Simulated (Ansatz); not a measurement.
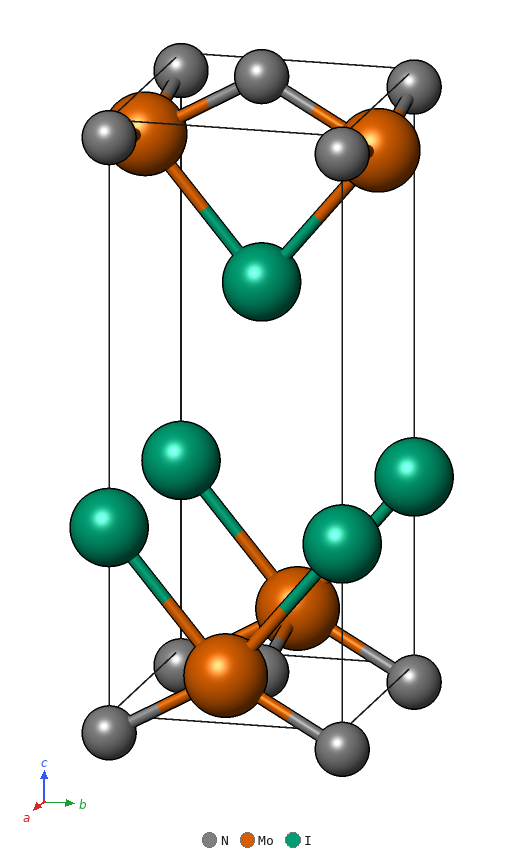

Ball-and-stick drawing of the structure, looking slightly off an axis. Thin lines show the simulation cell, with boundary atoms drawn in all their periodic places.

```xyz
6
Lattice="3.9605 0.0000 0.0000 0.0000 3.5324 0.0000 0.0000 0.0000 8.9994" Properties=species:S:1:pos:R:3 pbc="T T T"
N     0.0000    0.0000    8.7294
N     1.9803    1.7662    0.2700
Mo    0.0000    1.7662    0.7200
Mo    1.9803    0.0000    8.2795
I     0.0000    0.0000    2.8348
I     1.9803    1.7662    6.1646
```

Computational set-up: Ansatz 0.2.0, DFT, PAW plane waves, r2SCAN, wavefunction cutoff 500 eV, the zone sampled with 9×10×4 points, Fermi-Dirac smearing of 0.1 eV, no spin polarisation.

Question: Give the Bader charge of each element.

Answer: Mo +1.73 e; I -0.37 e; N -1.36 e.

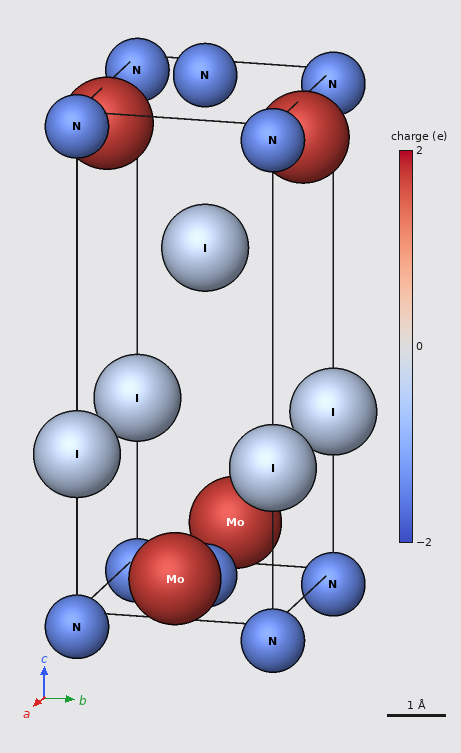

The atoms coloured by those charges.

Where the cell comes from: a generated cell, made by putting these elements into a known structure type (the compound may or may not exist in this form). No relaxation was applied. It was the input of a calculation with Ansatz.

At this level of theory the cell isn't at rest (compressed, at 6 GPa and forces up to 1.2 eV/Å), so its distances can differ from those at equilibrium, the more so the softer the solid.
